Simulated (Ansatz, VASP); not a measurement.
# Cross-check of BaTiO3 between VASP and Ansatz, part 3 of 3

Aim: how closely do two programs agree when they are given the same cell, functional and k mesh? The cell is taken from a series of VASP runs on this material, whose earlier steps may have relaxed, scaled or displaced it; both programs get it as it stands. Valence electrons are named where the data sets of a main pair hold unlike numbers.

VASP 6.6.1 and Ansatz 0.2.0.

So far. Step 7 (Ansatz: single point, PBE): The run ends at a pressure of -1.52 GPa, with forces up to 0.089 eV/Å. Step 10 (VASP: band structure, PBE, spin-orbit coupling): The run ends at a pressure of 0.00 GPa, with forces up to 0.0085 eV/Å.

## (11) Ansatz: band structure, PBE, spin-orbit coupling

Level of this step: Ansatz beside VASP: Kohn-Sham DFT, plane waves, PBE, spin-orbit coupling (Ansatz).

The same cell, functional, mesh and smearing now go to Ansatz, which takes its cutoff from its data sets.

The cell is taken from a series of VASP runs on this material, whose earlier steps may have relaxed, scaled or displaced it; both programs get it as it stands.

The input, input.yaml:

```yaml
crystal:
  lattice:
    - [3.9987178624, 0.0, 0.0]
    - [0.0, 3.9987178624, 0.0]
    - [0.0, 0.0, 4.2173231794]
  atoms:
    - { symbol: Ba, position: [0.0, 0.0, 0.0129689622] }
    - { symbol: Ti, position: [0.5, 0.5, 0.5319687985] }
    - { symbol: O, position: [0.5, 0.5, 0.9627634873] }
    - { symbol: O, position: [0.5, 0.0, 0.484649376] }
    - { symbol: O, position: [0.0, 0.5, 0.484649376] }
hamiltonian:
  xc: pbe
  pseudopotentials: { kind: paw_fr }
magnetization:
  noncollinear: true
  spin_orbit: true
kpoints:
  mp_grid: { grid: [6, 6, 5] }
  band_path:
    path:
      - [0.0, 0.0, 0.0]
      - [0.0, 0.13333, 0.0]
      - [0.0, 0.3, 0.0]
      - [0.0, 0.46667, 0.0]
      - [0.1, 0.5, 0.0]
      - [0.26667, 0.5, 0.0]
      - [0.43333, 0.5, 0.0]
      - [0.43333, 0.43333, 0.0]
      - [0.26667, 0.26667, 0.0]
      - [0.1, 0.1, 0.0]
      - [0.0, 0.0, 0.03333]
      - [0.0, 0.0, 0.2]
      - [0.0, 0.0, 0.36667]
      - [0.0, 0.0, 0.5]
      - [0.0, 0.16667, 0.5]
      - [0.0, 0.3, 0.5]
      - [0.0, 0.46667, 0.5]
      - [0.1, 0.5, 0.5]
      - [0.26667, 0.5, 0.5]
      - [0.43333, 0.5, 0.5]
      - [0.5, 0.5, 0.5]
      - [0.43333, 0.43333, 0.5]
      - [0.26667, 0.26667, 0.5]
      - [0.1, 0.1, 0.5]
      - [0.0, 0.5, 0.03333]
      - [0.0, 0.5, 0.2]
      - [0.0, 0.5, 0.36667]
      - [0.5, 0.5, 0.0]
      - [0.5, 0.5, 0.16667]
      - [0.5, 0.5, 0.33333]
      - [0.5, 0.5, 0.5]
    npoints: 1
scf:
  occupations: { method: gaussian, width: 0.05 }
  n_extra_bands: 16
output:
  forces: true
  stress: true
  eigenvalues: true
```

Command:

```bash
> ansatz run input.yaml --threads 2 --pin off --max-ram 4608MiB --backend cpu --events-out ev --progress --plain --runs-dir out
```

Numbers of over 12 decimals in the logs are rounded to 6 here.

The program printed:

```text
[...]
non-collinear run that drives no moment, with spin-orbit: no starting moment large enough to seed its density (crystal.atoms[].spin), no starting occupations that ask for one, no magnetisation constraint and no magnetic field, so the semilocal B_xc is pinned to zero
Crystal: 5 atoms, lattice volume = 67.434 Å³
[...]
k-point 1: bands = [... 36 lower, 9.2111, 9.2111, 9.2612, 9.2612, 11.6871, 11.6871, 12.6068, 12.6068, ... 12 higher]
  k-point 2: bands = [... 36 lower, 9.1228, 9.1228, 9.1617, 9.1617, 11.7401, 11.7401, 13.1452, 13.1452, ... 12 higher]
  k-point 29: bands = [... 36 lower, 9.2850, 9.2850, 9.8343, 9.8343, 13.7265, 13.7265, 13.7337, 13.7337, ... 12 higher]
[key lines of the parts left out:]
SCF converged after 10 iterations
Magnetization: |M| = 0.0000 μB,  M = (+0.0000, +0.0000, +0.0000) μB
Free energy (F): -10164.449786 eV
Fermi energy:    10.745194 eV
P = ⅓ Tr σ = -1.5207 GPa (-15.207 kbar)
```

It took 60 s on 2 threads of Arm Neoverse N1, shared host; peak memory 0.66 GiB; 2 min of CPU time.

## (12) Comparison

What differs besides the data sets and the points named for the pairs above, as far as they apply: spin-orbit coupling enters by fully relativistic files in Ansatz and inside the spheres in VASP. Total energies have different zeros and are not compared.

The two programs side by side:

| quantity | Ansatz | VASP | difference |
| --- | --- | --- | --- |
| pressure (GPa) | -1.52 | 0.00 | -1.53 |
| pressure without Ansatz's Pulay correction (GPa) | -2.04 | 0.00 | -2.05 |
| gap over the path points (eV) | 1.818 | 1.764 | +0.053 |

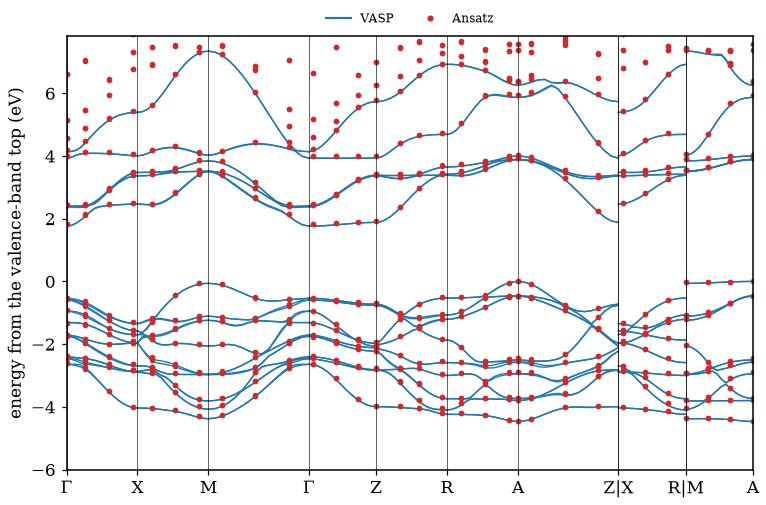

Bands from VASP (lines) and levels from Ansatz (dots). Dots without a line are higher empty bands that the VASP plot leaves out.

Levels at points of the path, from each program's valence-band top (eV; 8 filled, then empty):

| k (reciprocal lattice) | Ansatz | VASP |
| --- | --- | --- |
| 0.000 0.000 0.000 | -1.33 -1.33 -0.91 -0.91 -0.57 -0.57 -0.52 -0.52 1.82 1.82 2.42 2.42 2.45 2.45 | -1.31 -1.31 -0.95 -0.95 -0.59 -0.59 -0.54 -0.54 1.76 1.76 2.38 2.38 2.41 2.41 |
| 0.000 0.133 0.000 | -1.38 -1.37 -1.10 -1.04 -0.78 -0.75 -0.68 -0.64 2.13 2.14 2.42 2.44 2.45 2.46 | -1.37 -1.36 -1.12 -1.07 -0.81 -0.78 -0.71 -0.67 2.08 2.09 2.38 2.40 2.41 2.42 |
| 0.000 0.300 0.000 | -1.67 -1.67 -1.48 -1.48 -1.24 -1.23 -1.09 -1.06 2.46 2.46 2.93 2.94 2.96 2.97 | -1.70 -1.70 -1.50 -1.50 -1.27 -1.26 -1.12 -1.09 2.42 2.42 2.89 2.90 2.91 2.93 |
| 0.000 0.467 0.000 | -1.91 -1.91 -1.67 -1.67 -1.54 -1.54 -1.31 -1.30 2.50 2.50 3.40 3.40 3.49 3.50 | -1.96 -1.95 -1.70 -1.69 -1.57 -1.57 -1.34 -1.34 2.46 2.46 3.35 3.35 3.45 3.46 |
| 0.100 0.500 0.000 | -1.85 -1.83 -1.72 -1.71 -1.28 -1.26 -1.18 -1.16 2.46 2.48 3.43 3.43 3.52 3.53 | -1.88 -1.86 -1.75 -1.73 -1.31 -1.28 -1.22 -1.19 2.43 2.45 3.38 3.39 3.48 3.48 |
| 0.267 0.500 0.000 | -1.96 -1.96 -1.52 -1.48 -1.25 -1.22 -0.44 -0.44 2.81 2.84 3.52 3.54 3.61 3.62 | -1.99 -1.99 -1.55 -1.51 -1.28 -1.26 -0.47 -0.46 2.78 2.80 3.48 3.49 3.56 3.57 |
| 0.433 0.500 0.000 | -2.01 -2.01 -1.24 -1.23 -1.11 -1.11 -0.06 -0.06 3.44 3.46 3.55 3.56 3.86 3.86 | -2.04 -2.04 -1.27 -1.26 -1.14 -1.14 -0.09 -0.09 3.40 3.42 3.51 3.51 3.81 3.81 |
| 0.433 0.433 0.000 | -2.00 -1.99 -1.28 -1.26 -1.13 -1.12 -0.09 -0.09 3.39 3.42 3.50 3.51 3.83 3.83 | -2.03 -2.02 -1.31 -1.29 -1.16 -1.15 -0.12 -0.12 3.35 3.37 3.46 3.46 3.77 3.78 |
| 0.267 0.267 0.000 | -2.25 -2.25 -1.24 -1.23 -1.17 -1.16 -0.52 -0.51 2.65 2.69 2.98 2.99 3.16 3.17 | -2.29 -2.29 -1.26 -1.25 -1.20 -1.19 -0.54 -0.54 2.61 2.65 2.94 2.96 3.12 3.12 |
| 0.100 0.100 0.000 | -1.32 -1.31 -1.26 -1.20 -0.79 -0.72 -0.56 -0.56 2.14 2.14 2.40 2.41 2.45 2.46 | -1.31 -1.30 -1.29 -1.23 -0.82 -0.75 -0.58 -0.58 2.08 2.09 2.36 2.37 2.41 2.42 |

At this near-relaxed geometry the largest component of a force difference is 83 meV/Å. Among the levels compared at these points, filled levels agree within 52 meV and empty ones within 56 meV. Ansatz's pressure holds a Pulay correction of 0.52 GPa; VASP's holds none.

## (13) Other set-ups

Further runs change the set-up of one program: Ansatz's method, potentials or start, or VASP's data sets, cutoff or form of LDA. The table gives Ansatz less VASP for each quantity, since a change that brings one quantity closer may part another.

| run | r.m.s. force difference (meV/Å) | pressure (GPa) | gap over the path points (eV) |
| --- | --- | --- | --- |
| as above | 33 | -1.5 | 0.053 |
| Ansatz's larger PAW set (cutoff 910 eV) | 33 | -1.5 | 0.047 |
| norm-conserving potentials (cutoff 1143 eV) | 34 | -1.8 | 0.068 |

## (14) Outcome

```json
{"r.m.s. force difference (band structure, PBE)": "33 meV/Å", "difference in pressure (band structure, PBE)": "-1.5 GPa", "difference in gap over the path points (band structure, PBE)": "0.054 eV", "r.m.s. force difference (single point, PBE)": "33 meV/Å", "difference in pressure (single point, PBE)": "-1.5 GPa", "difference in gap on the k mesh (single point, PBE)": "0.053 eV", "r.m.s. force difference (band structure, PBE, spin-orbit coupling)": "33 meV/Å", "difference in pressure (band structure, PBE, spin-orbit coupling)": "-1.5 GPa", "difference in gap over the path points (band structure, PBE, spin-orbit coupling)": "0.053 eV"}
```

In words: The r.m.s. force difference is 33 meV/Å (band structure, PBE), beyond the 12 meV/Å picked in this series as the mark of a large difference. By the marks of this series, far apart in the band structure, PBE pair: the r.m.s. force difference, 33 meV/Å and the difference in pressure, -1.5 GPa. For band structure, PBE, no further run moves any of the tabulated differences by more than a quarter of its size. By the marks of this series, far apart in the single point, PBE pair: the r.m.s. force difference, 33 meV/Å and the difference in pressure, -1.5 GPa. For single point, PBE, no further run moves any of the tabulated differences by more than a quarter of its size. By the marks of this series, far apart in the band structure, PBE, spin-orbit coupling pair: the r.m.s. force difference, 33 meV/Å and the difference in pressure, -1.5 GPa. 4 further runs of this series are not shown here. How closely two codes agree says nothing of how well the functional describes the real material.

[Lines on the potential files, build, host, timing and source positions are cut from VASP's logs without a mark.]

[Logs are printed without paths, hosts, clocks, repeated set-up lines and the standing remarks that a program may print on its own settings, such as how far it seeks lower states.]

[Hosts, paths, dates, database ids (printed as entryN), source tags and the programs' standing remarks are cut or masked in the printed files.]
